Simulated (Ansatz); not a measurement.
```json
{"atom": "Al", "x (Å)": "-1.1069", "y (Å)": "1.1135", "z (Å)": "0.4618"}
{"atom": "N", "x (Å)": "0.0216", "y (Å)": "-0.2625", "z (Å)": "-0.1504"}
{"atom": "C", "x (Å)": "-0.1927", "y (Å)": "-1.6429", "z (Å)": "0.2598"}
{"atom": "C", "x (Å)": "0.6635", "y (Å)": "-0.1831", "z (Å)": "-1.4541"}
{"atom": "H", "x (Å)": "-1.1656", "y (Å)": "2.3801", "z (Å)": "-0.5005"}
{"atom": "H", "x (Å)": "-2.2990", "y (Å)": "0.6589", "z (Å)": "1.4008"}
{"atom": "H", "x (Å)": "0.8532", "y (Å)": "0.7318", "z (Å)": "1.1077"}
{"atom": "O", "x (Å)": "0.4590", "y (Å)": "1.4880", "z (Å)": "1.6668"}
{"atom": "H", "x (Å)": "-0.8118", "y (Å)": "-2.2111", "z (Å)": "-0.4660"}
{"atom": "H", "x (Å)": "-0.7066", "y (Å)": "-1.6859", "z (Å)": "1.2333"}
{"atom": "H", "x (Å)": "0.7637", "y (Å)": "-2.1946", "z (Å)": "0.3600"}
{"atom": "H", "x (Å)": "0.0798", "y (Å)": "-0.6938", "z (Å)": "-2.2488"}
{"atom": "H", "x (Å)": "1.6667", "y (Å)": "-0.6555", "z (Å)": "-1.4487"}
{"atom": "H", "x (Å)": "0.7883", "y (Å)": "0.8665", "z (Å)": "-1.7663"}
{"atom": "H", "x (Å)": "0.9868", "y (Å)": "2.2906", "z (Å)": "1.5445"}
```

These are results of UKS B3LYP-D4/def2-SVP (Ansatz), not measurements.

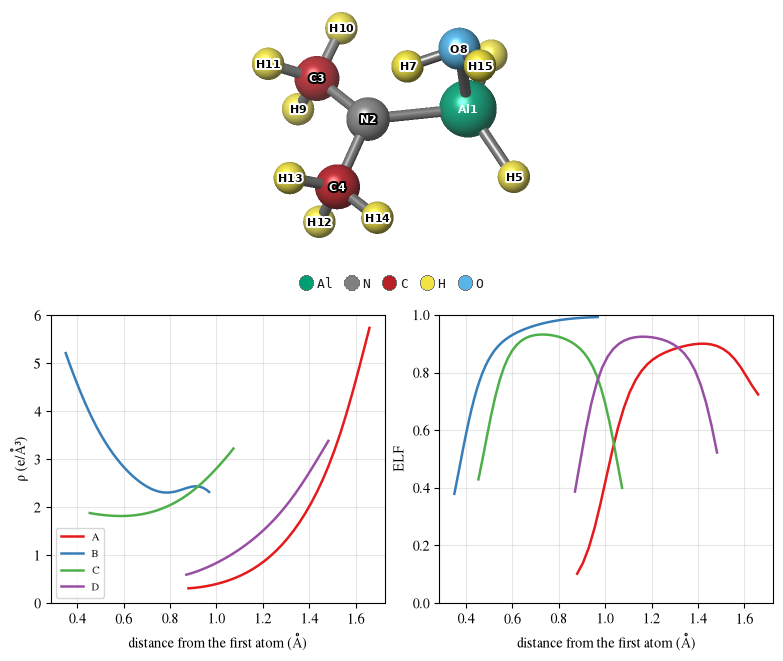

C2H10AlNO. Total electron density and electron localisation function along straight lines between neighbouring atoms. The curves leave out the atomic cores. The structure is drawn too.

**Which curve belongs to which contact (Al–N, Al–O, C–N and O–H)? The first atom named is at distance zero.**

Curve A: Al–O (2.01 Å): ρ at the midpoint is about 0.41 e/Å³; the ELF peaks at about 0.90 in the valence shell of O, 0.6 Å from its nucleus, and is about 0.45 at the midpoint. Curve B: O–H (0.97 Å): ρ is about 3.7 e/Å³ halfway; the ELF climbs to about 1 towards the hydrogen, as it does in any bond to H: a covalent bond by its length. Curve C: C–N (1.46 Å): ρ at the midpoint is about 1.9 e/Å³; the ELF peaks at about 0.95 between the atoms, as expected for localised, covalent bonding. Curve D: Al–N (1.88 Å): the density is about 0.71 e/Å³ at the midpoint; the ELF peaks at about 0.90 between the atoms; a polar covalent bond.
